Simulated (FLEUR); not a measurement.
## MnPt3: one coupling from two orders, and a test

Can a spin model with one coupling foretell the energy of a further order of MnPt3?

Program: FLEUR MaX-R8.1. Level of theory: LDA (VWN); all-electron FLAPW, Dirac cores, scalar-relativistic bands. Results are calculated unless marked as measured.

## (1) Starting point

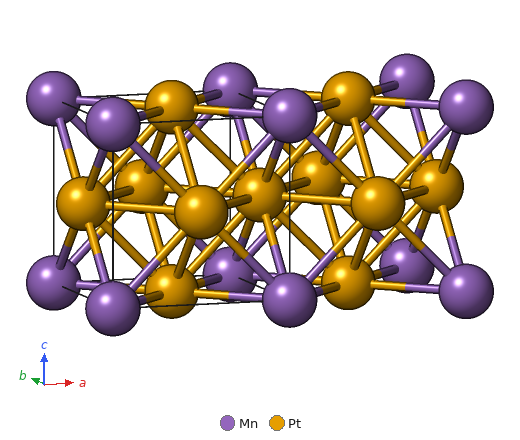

Start, viewed slightly off an axis; manganese purple, platinum orange. 2×1×1 cells are drawn. Some periodic images of atoms are drawn too.

## (2) The parallel order

All energies count from this run.

inpgen writes inp.xml from crystal.txt; cutoffs, mixing, functional, smearing and local orbitals are then set in the file. The k list default-1 (kpts.xml, not shown) is a Γ-centred 8×8×8 mesh; where the ranks do not divide the number of points, some are split in two of half the weight.

File inp.xml:

```
<?xml version="1.0" encoding="UTF-8" standalone="no"?>
<fleurInput fleurInputVersion="0.39">
   <comment>
      MnPt3
   </comment>
   <calculationSetup>
      <cutoffs Kmax="3.6" Gmax="10.8" GmaxXC="10.8" numbands="0"/>
      <scfLoop itmax="90" minDistance="0.00002" maxIterBroyd="15" imix="Anderson" alpha="0.05" precondParam="0.0" spinf="2.0" sdNocoIR="T"/>
      <coreElectrons ctail="T" frcor="F" kcrel="0" coretail_lmax="0"/>
      <xcFunctional name="vwn" relativisticCorrections="F"/>
      <magnetism jspins="2"/>
      <soc l_soc="F" theta="0.0" phi="0.0" spav="F"/>
      <expertModes spex="0" secvar="F"/>
      <geometryOptimization l_f="F" forcealpha="1.0" forcemix="BFGS" epsdisp="0.00001" epsforce="0.00001"/>
      <ldaU l_linMix="F" mixParam="0.05" spinf="1.0"/>
   </calculationSetup>
   <cell>
      <bzIntegration valenceElectrons="63.0" mode="hist" fermiSmearingEnergy="0.00183747">
         <kPointListSelection listName="default-1"/>
         <xi:include xmlns:xi="http://www.w3.org/2001/XInclude" href="kpts.xml"> </xi:include>
      </bzIntegration>
      <xi:include xmlns:xi="http://www.w3.org/2001/XInclude" href="sym.xml"> </xi:include>
      <bulkLattice scale="1.0">
         <bravaisMatrix>
            <row-1>    7.3699318859399998     0.0000000000000000     0.0000000000000000</row-1>
            <row-2>    0.0000000000000000     7.3699318859399998     0.0000000000000000</row-2>
            <row-3>    0.0000000000000000     0.0000000000000000     7.3699318859399998</row-3>
         </bravaisMatrix>
      </bulkLattice>
   </cell>
   <atomSpecies>
      <species name="Manganese 3.500" element="Mn" atomicNumber="25">
         <mtSphere radius="2.54" gridPoints="839" logIncrement="0.015"/>
         <atomicCutoffs lmax="10" lnonsphr="8"/>
         <electronConfig flipSpins="F">
            <coreConfig>(1s1/2) (2s1/2) (2p1/2) (2p3/2)</coreConfig>
            <valenceConfig>(3s1/2) (3p1/2) (3p3/2) (4s1/2) (3d3/2) (3d5/2)</valenceConfig>
            <stateOccupation state="(3d3/2)" spinUp="1.25" spinDown="0.75"/>
            <stateOccupation state="(3d5/2)" spinUp="3.0" spinDown="0.0"/>
         </electronConfig>
         <energyParameters s="4" p="4" d="3" f="4"/>
         <lo type="SCLO" l="0" n="3" eDeriv="0"/>
         <lo type="SCLO" l="1" n="3" eDeriv="0"/>
      </species>
      <species name="Platinum (Pt)" element="Pt" atomicNumber="78">
         <mtSphere radius="2.54" gridPoints="839" logIncrement="0.016"/>
         <atomicCutoffs lmax="10" lnonsphr="8"/>
         <electronConfig flipSpins="F">
            <coreConfig>(1s1/2) (2s1/2) (2p1/2) (2p3/2) (3s1/2) (3p1/2) (3p3/2) (4s1/2) (3d3/2) (3d5/2) (4p1/2) (4p3/2) (5s1/2) (4d3/2) (4d5/2) (4f5/2) (4f7/2)</coreConfig>
            <valenceConfig>(5p1/2) (5p3/2) (6s1/2) (5d3/2) (5d5/2)</valenceConfig>
            <stateOccupation state="(6s1/2)" spinUp="0.500000" spinDown="0.500000"/>
            <stateOccupation state="(5d3/2)" spinUp="1.800000" spinDown="1.800000"/>
            <stateOccupation state="(5d5/2)" spinUp="2.700000" spinDown="2.700000"/>
         </electronConfig>
         <energyParameters s="6" p="6" d="5" f="5"/>
         <lo type="SCLO" l="1" n="5" eDeriv="0"/>
      </species>
   </atomSpecies>
   <atomGroups>
      <atomGroup species="Manganese 3.500">
         <relPos label="                   1">.0000000000 .0000000000 .0000000000</relPos>
         <force calculate="T" relaxXYZ="TTT"/>
      </atomGroup>
      <atomGroup species="Platinum (Pt)">
         <relPos label="                   2">.0000000000 1.000/2.000 1.000/2.000</relPos>
         <relPos label="                   3">1.000/2.000 .0000000000 1.000/2.000</relPos>
         <relPos label="                   4">1.000/2.000 1.000/2.000 .0000000000</relPos>
         <force calculate="T" relaxXYZ="TTT"/>
      </atomGroup>
   </atomGroups>
   <output dos="F" band="F" slice="F">
      <bandDOS minEnergy="-.5*Htr" maxEnergy="0.5*Htr" sigma="0.015" storeEVData="T"/>
      <plotting iplot="0" polar="F">
         <plot TwoD="T" vec1="  1.0  0.0  0.0" vec2="  0.0  1.0  0.0" vec3="  0.0  0.0  1.0" zero="  0.0  0.0  0.0" file="plot"/>
      </plotting>
      <moessbauerParams electricFieldGradient="F" isomerShift="F" coreHyperfine="F" valenceHyperfine="F"/>
   </output>
</fleurInput>
```

File crystal.txt:

```
MnPt3
&input film=F cartesian=F /
3.90000000000  0.00000000000  0.00000000000
0.00000000000  3.90000000000  0.00000000000
0.00000000000  0.00000000000  3.90000000000
1.8897261246
1.0 1.0 1.0

4
25 0.00000000000  0.00000000000  0.00000000000 : 3.500
78 0.00000000000  0.50000000000  0.50000000000
78 0.50000000000  0.00000000000  0.50000000000
78 0.50000000000  0.50000000000  0.00000000000

&kpt div1=8 div2=8 div3=8 gamma=T /
```

Command:

```bash
$ OMP_NUM_THREADS=1 inpgen -f crystal.txt > inpgen.log  # inp.xml is then edited as shown
$ OMP_NUM_THREADS=1 mpirun -n 4 fleur_MPI > fleur.log
```

Log:

```text
Welcome to FLEUR        (www.flapw.de)
      MaX-Release 8.1          (www.max-centre.eu)

 ========== k-point set info ==========
 Selected k-point list: default-1
 k-point list type: mesh
 0 x 0 x 0
 Number of k points: 36

 [... set-up left out ...]
 Iteration:     1   Distance:      32.30827691 me/bohr^3
 Iteration:     2   Distance:      15.96973477 me/bohr^3
 Iteration:     3   Distance:      13.47597951 me/bohr^3
 Iteration:     4   Distance:       8.62990884 me/bohr^3
 Iteration:     5   Distance:       6.08523171 me/bohr^3
[...]
<sumOfEigenvalues value="   -34628.3025733119">
               <coreElectrons value="-34599.9110273833"/>
               <valenceElectrons value="-28.3915459286"/>
            </sumOfEigenvalues>
         [... left out ...]
            <freeEnergy value="-56466.0374099906"/>
            <extrapolationTo0K value="-56466.0369909062"/>
         </totalEnergy>
         <densityConvergence units="me/bohr^3">
            <chargeDensity spin="1" distance="0.0000034514"/>
            <chargeDensity spin="2" distance="0.0000079974"/>
            <overallChargeDensity distance="0.0000095657"/>
            <spinDensity distance="0.0000077612"/>
         </densityConvergence>
      </iteration>
```

Wall time 29 s (4 MPI ranks of Intel Xeon 6975P-C (Granite Rapids), shared host); peak memory 0.27 GiB; 1.9 min of CPU time.

Spin moment in the muffin-tin sphere by atom:

| atom | spin moment in the muffin-tin sphere (μB) |
| --- | --- |
| Mn1 | 3.73 |
| Pt2 | 0.14 |
| Pt3 | 0.14 |
| Pt4 | 0.14 |

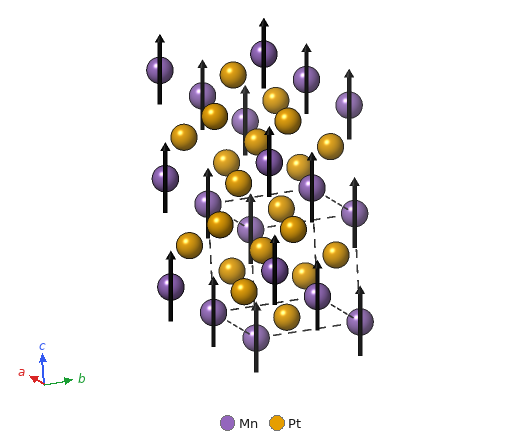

Spin moment in the muffin-tin sphere as arrows, the longest 3.73 μB. Up and down stand for the sign. Arrows give size and sign along the axis of quantisation, drawn up and down the page. 2×1×2 cells are drawn. Some periodic images of atoms are drawn too.

This step gave:

* free energy: -1536519.1537 eV
* program's band gap on this mesh (in a metal only a level spacing): 0.02070 eV
* magnetization: 4.157 μB
* final state: ferromagnetic

After 26 cycles the largest moment stands at 3.73 μB.

## (3) The orders used for the fit

The other orders were run with the same settings, on meshes that hold the same points. Free energies are divided by the number of Mn atoms; q is in fractions of the reciprocal vectors of the first run's cell.

| order | atoms | mesh | free energy (eV) | eV per Mn | largest moment (μB) |
| --- | --- | --- | --- | --- | --- |
| F + | 4 | 8×8×8 | -1536519.1537 | -1536519.1537 | 3.73 |
| AF q=(0,1/2,1/2) +- | 8 | 8×4×8 | -3073038.2693 | -1536519.1347 | 3.67 |

## (4) Counting neighbours

With E = −Σ J e_i·e_j over ordered pairs of unit vectors, turning a neighbour from parallel to opposed costs 2J a Mn atom. So an order lies 2 Σ n J over the parallel one, n being the opposed neighbours in each shell.

| shell | distance (Å) | neighbours | opposed in AF q=(0,1/2,1/2) +- | opposed in AF q=(0,0,1/2) +- |
| --- | --- | --- | --- | --- |
| J1 | 3.90 | 6 | 4 | 2 |
| J2 | 5.52 | 12 | 8 | 8 |

Only J1 is kept.

## (5) Solving

```
2 × 4 × J1 = +19.1 meV    (AF q=(0,1/2,1/2) +-)
J1 = +2.39 meV
```

## (6) The test

The couplings now give the orders that were left out:

```
2 × 2 × (+2.39) = +9.6 meV    (AF q=(0,0,1/2) +-)
```

The runs themselves:

| order | atoms | mesh | free energy (eV) | eV per Mn | largest moment (μB) | over the parallel order (meV) | foretold (meV) |
| --- | --- | --- | --- | --- | --- | --- | --- |
| AF q=(0,0,1/2) +- | 8 | 8×8×4 | -3073038.2445 | -1536519.1222 | 3.67 | +31.5 | +9.6 |

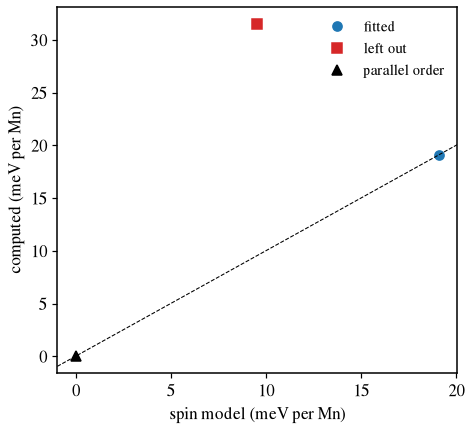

Computed energies of the orders against the model; the dashed line marks agreement.

## (7) One more shell

One try is to add the next shell, though changing moments can also cause the miss. Both differences then fix both couplings, and no order is left for a test.

```
2 × 4 × J1 + 2 × 8 × J2 = +19.1 meV    (AF q=(0,1/2,1/2) +-)
2 × 2 × J1 + 2 × 8 × J2 = +31.5 meV    (AF q=(0,0,1/2) +-)
J1 = -3.10 meV
J2 = +2.74 meV
```

## (8) What came out

| Property | Result |
| --- | --- |
| effective coupling of the reversed pairs, counted on J1 (Mn–Mn at 3.90 Å) | 2.39 meV |
| largest miss on the orders left out | 22 meV |
| J1 with two shells | -3.1 meV |
| J2 with two shells | 2.74 meV |

What this shows: The model misses the order left out by 22 meV, 70 % of the largest distance from the parallel order, so it fails: these couplings alone don't describe the crystal. With the next shell added the couplings are J1 = -3.10 and J2 = +2.74 meV, untested. The largest moments of the orders differ by 1.4 % of the greatest. One difference fixes one number: it sums all reversed shells and need not be the coupling of the nearest one, even in sign.

[Logs and program files are shortened in this print: banners, set-up blocks, solver, clock and traceback lines can be left out without a mark of their own.]

[Logs are printed without paths, hosts, clocks, repeated set-up lines and the standing remarks that a program may print on its own settings, such as how far it seeks lower states.]

[Hosts, paths, dates, database ids (printed as entryN), source tags and the programs' standing remarks are cut or masked in the printed files.]

[Where a cell is said to come from a database of computed structures, the database is the Materials Project.]
